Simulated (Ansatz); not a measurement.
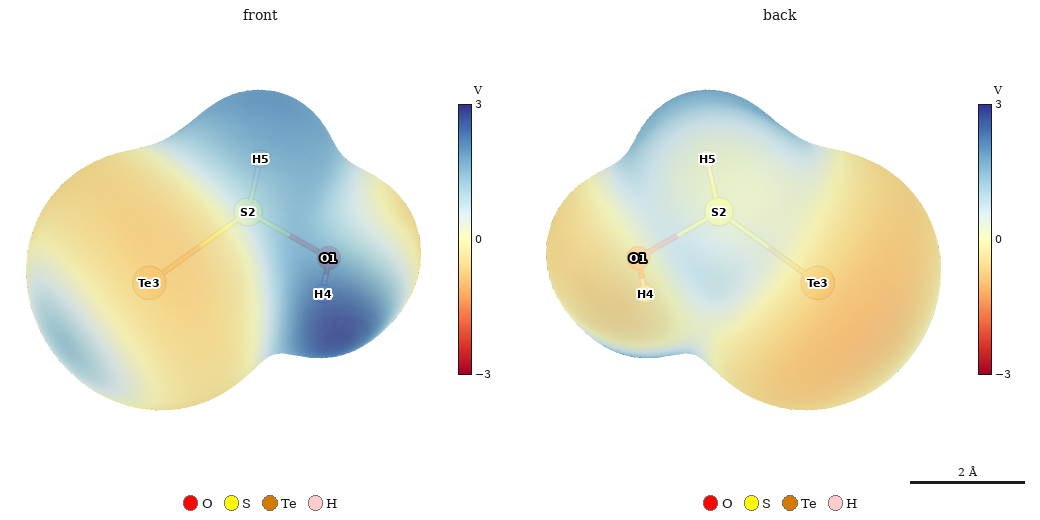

Figure 1: H2OSTe. The electrostatic potential painted on the density surface at 0.002 e/bohr³, seen from the front and from behind; red is negative and blue positive.

Geometry: PBE0-D4/def2-TZVP; core potentials replace the inner electrons of Te.

These are results of RKS PBE0-D4/def2-TZVPP (Ansatz), not measurements.

```
atom    x (Å)    y (Å)    z (Å)
   O  -1.3257  -1.1160  -0.1416
   S  -0.5989  -0.0890   0.9126
  Te   0.8439   1.3347  -0.2482
   H  -1.2799  -0.7083  -1.0221
   H  -1.6629   0.7246   1.1264
```

**Describe the electrostatic potential map.**

The most negative region (about −1.0 V) lies over Te3, the most positive (about +2.7 V) over H4.
